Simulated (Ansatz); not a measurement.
System: AlTl$_{2}$PdC$_{6}$N$_{6}$.

AlTl$_{2}$PdC$_{6}$N$_{6}$, 64 atoms, a = 11.15 Å, b = 11.15 Å, c = 11.15 Å, α = 90.00°, β = 90.00°, γ = 90.00°.

Space group Fm-3m; a structure generated by program, which may or may not match a known phase; spin-polarised.

Theory: DFT PBE, scalar-relativistic, plane waves, PAW (Ansatz 0.2.0).

Predict the valence pseudo-density, electron localisation function and spin density between the atoms.

C–N (1.17 Å): ρ is about 3.5 e/Å³ halfway; the ELF peaks at about 0.85 between the atoms.
Al–C (2.08 Å): the density is about 0.52 e/Å³ at the midpoint; the ELF peaks at about 1 between the atoms.
Pd–N (2.33 Å): ρ at the midpoint is about 0.39 e/Å³; the ELF peaks at about 0.90 in the valence shell of N, 0.6 Å from its nucleus, and drops to about 0.10 between the two atoms.
Tl–N (3.97 Å): the density is about 0.02 e/Å³ at the midpoint; the ELF is about 0 at the midpoint: no shared electron pair shows on this line.
The spin density sits on Pd: +0.9 μB (×4) in one cell of 64 atoms: parallel main moments, as they must be, since the calculation's own cell holds one magnetic site. The cell of the calculation (16 atoms) carries 1.1 μB of net spin moment.

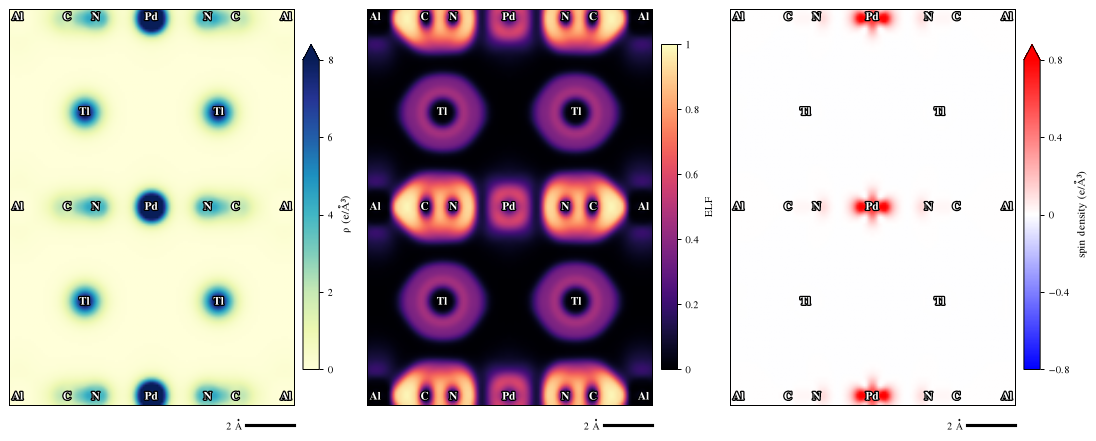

Computed valence pseudo-density, electron localisation function and spin density on the (011) plane of the conventional cell, in this order. 

The density is the valence pseudo-density of a PAW calculation; it isn't the true density close to the nuclei.
